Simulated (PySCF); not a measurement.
C₆H₉NSi, SMILES Nc1ccc([SiH3])cc1 at its GFN2-xTB optimised geometry (Å):

```
17

N     -1.6721    -2.7150     0.0717
C     -0.9669    -1.5316     0.0000
C     -1.6313    -0.3045    -0.0043
C     -0.9178     0.8752    -0.0043
C      0.4754     0.8895    -0.0030
Si     1.4381     2.5038     0.0245
C      1.1262    -0.3425     0.0000
C      0.4285    -1.5316     0.0000
H     -1.1807    -3.5483    -0.2079
H     -2.6379    -2.6802    -0.2113
H     -2.7128    -0.2895    -0.0076
H     -1.4560     1.8131    -0.0106
H      2.7128     2.3221    -0.6756
H      1.7056     2.9122     1.4086
H      0.6544     3.5483    -0.6406
H      2.2072    -0.3692    -0.0031
H      0.9567    -2.4756     0.0001
```

Calculation: PBE0/def2-SVP (PySCF).

Map of the electrostatic potential (hartree/e), clipped to [-0.08, 0.12] on the plane z = 1.2 Å:

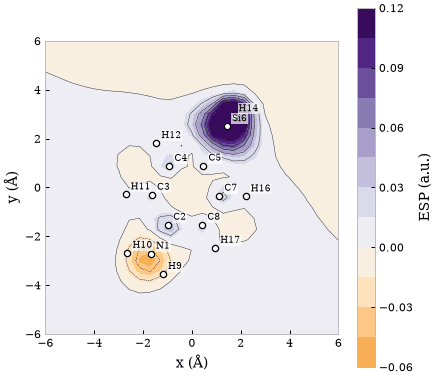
Fig. 1. Electrostatic potential (hartree/e), clipped to [-0.08, 0.12] on the plane z = 1.2 Å.
